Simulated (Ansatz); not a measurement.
**Computed energy against volume: ScAl3 (Cu3Au type)**

ScAl₃ (Cu3Au type), conventional cell a = b = c = 4.106 Å, α = β = γ = 90.00°. The calculation uses the primitive cell of 4 atoms, to which meshes and values per cell refer.

The volume is varied about the relaxed value V₀ at fixed cell shape. Symmetry pins the atoms to their sites.

Calculation: PBE (plane waves to 420 eV, PAW, scalar-relativistic; Ansatz, a first-principles code). k mesh 11×11×11 (Γ-centred), Fermi-Dirac smearing 0.05 eV. E stands for the smeared free energy. Stress and pressure are positive under compression. ScAl3 is run without spin polarisation. ScAl3 was relaxed with its symmetry unable to fall. The zero of ΔE is the relaxed starting cell.

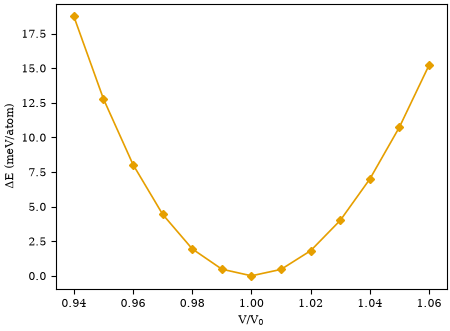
ΔE (meV/atom) against V/V₀; one marker a computed point.

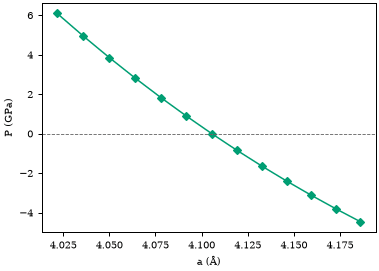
Figure: P (GPa) against a (Å); one marker a computed point.

The pressure for 5 % compression (fit) is 4.9 GPa and the energy cost of the largest compression is 19 meV/atom. The bulk modulus B₀ (third-order Birch-Murnaghan fit) is 86.6 GPa. The pressure at the smallest volume is 6.1 GPa and the energy cost of the largest expansion is 15 meV/atom.

P = (3B₀/2)(x⁷ − x⁵)[1 + ¾(B₀′ − 4)(x² − 1)] with x = (1/0.95)^(1/3), B₀ = 86.6 GPa and B₀′ = 4.19.

(Under strain, the slope of the energy per volume gives the stress and its curvature an elastic modulus.)
